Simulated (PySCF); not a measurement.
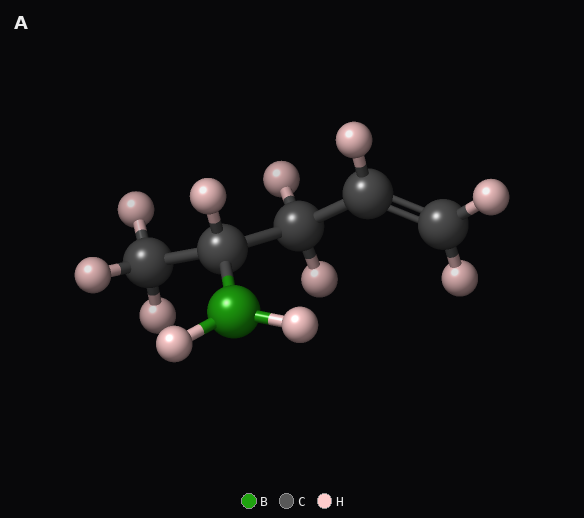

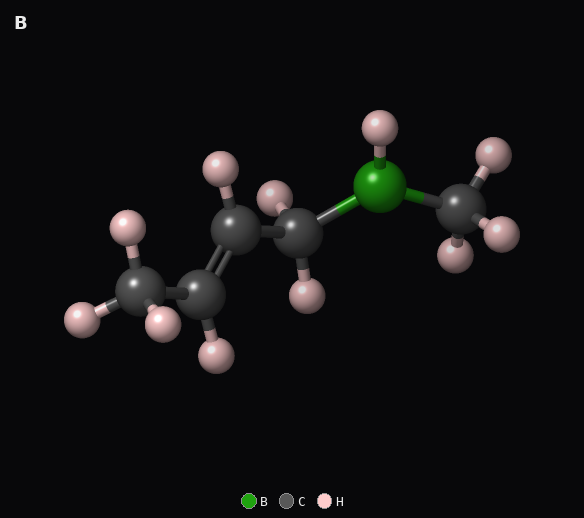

2 stationary structures of one formula. Geometries: PBE0-D3(BJ)/def2-SVP. Electronic energies: PBE0-D3(BJ)/def2-SVP (PySCF 2.14.0), without zero-point energy. No frequency run is at hand to confirm each as a minimum. Each is one conformer, not always the lowest.

**Which is lowest in energy, and by how much?**

B is lowest; A lies 78.8 kJ/mol above it. A is `B[C@H](C)CC=C`, B is `CBC/C=C/C`.
